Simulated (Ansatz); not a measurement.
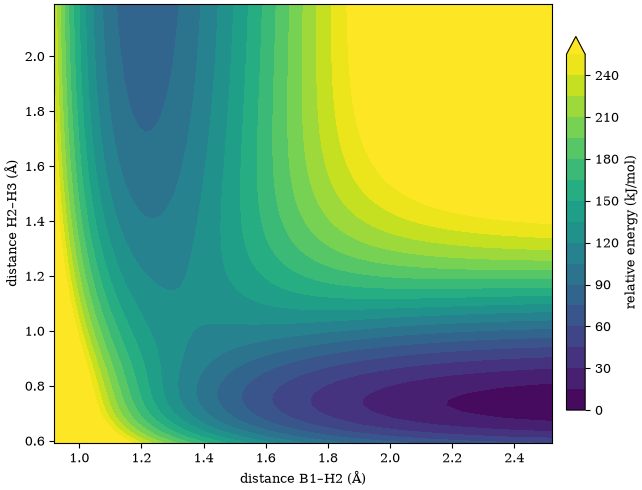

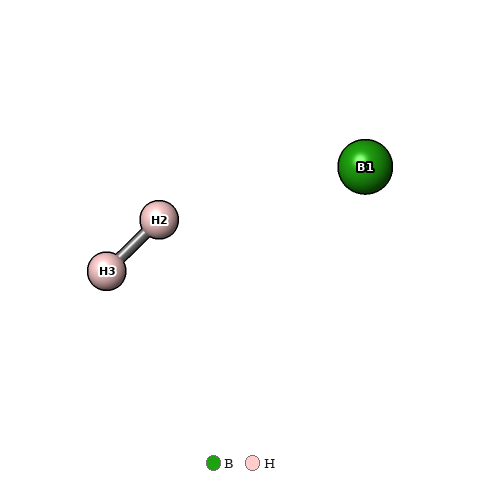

Energy landscape of the system B + H₂, spin multiplicity 2. 
- Coordinates scanned: (1) distance B1–H2; (2) distance H2–H3.
- Nothing is relaxed (the angle B1–H2–H3 is fixed at 140 degrees).
- Grid: 17 × 17 points.
- Energies: kJ/mol, counted from B far from the relaxed HH (each part in its own basis).
- In part of the range the unrestricted reference is strongly spin-contaminated.
- The calculation used Ansatz 0.2.0, UHF/aug-cc-pVTZ.

The picture shows filled contours, one colour for all values above the top of the scale. Between grid points the surface is interpolated. The second picture is the structure at the lowest point.

What does the map say about the system?

Answer. The lowest grid point is at distance B1–H2 = 2.520 Å, distance H2–H3 = 0.774 Å, 8 kJ/mol from B far from the relaxed HH (each part in its own basis). It lies in a valley that leaves the map towards separated partners. The highest grid point, distance B1–H2 = 0.920 Å, distance H2–H3 = 0.592 Å, lies 476 kJ/mol above the lowest. On the interpolated surface the lowest path from the side where the first distance is long, about distance B1–H2 = 2.52 Å, distance H2–H3 = 0.73 Å, to the side where the second distance is long, about distance B1–H2 = 1.21 Å, distance H2–H3 = 2.19 Å, has its top at about distance B1–H2 = 1.34 Å, distance H2–H3 = 1.10 Å, about 115 kJ/mol above the start and 42 kJ/mol above the end.

The values on the grid:

```
distance H2–H3 ↓, distance B1–H2 →  0.920  1.027  1.184  1.367  1.570  1.788  2.021  2.265  2.520
                             2.063    236    132     82    101    160    233    289    316    329
                             1.813    244    139     88    106    163    231    280    306    318
                             1.575    258    151     98    112    164    222    262    283    293
                             1.349    281    170    112    119    159    199    225    237    243
                             1.138    315    199    130    122    140    154    158    157    154
                             0.945    360    236    151    117    101     86     74     66     61
                             0.774    402    273    169    107     68     42     25     14      8
                             0.636    450    320    213    143     97     66     47     35     29
```

The table holds every second grid line.

Each point was launched as `ansatz run input.yaml --threads 1 --pin off --max-ram 2560MiB --backend cpu --events-out ev --progress --plain --runs-dir out`. The whole map (289 points run) took 6.2 min on 1 thread of Arm Neoverse V2, with other jobs on the host.
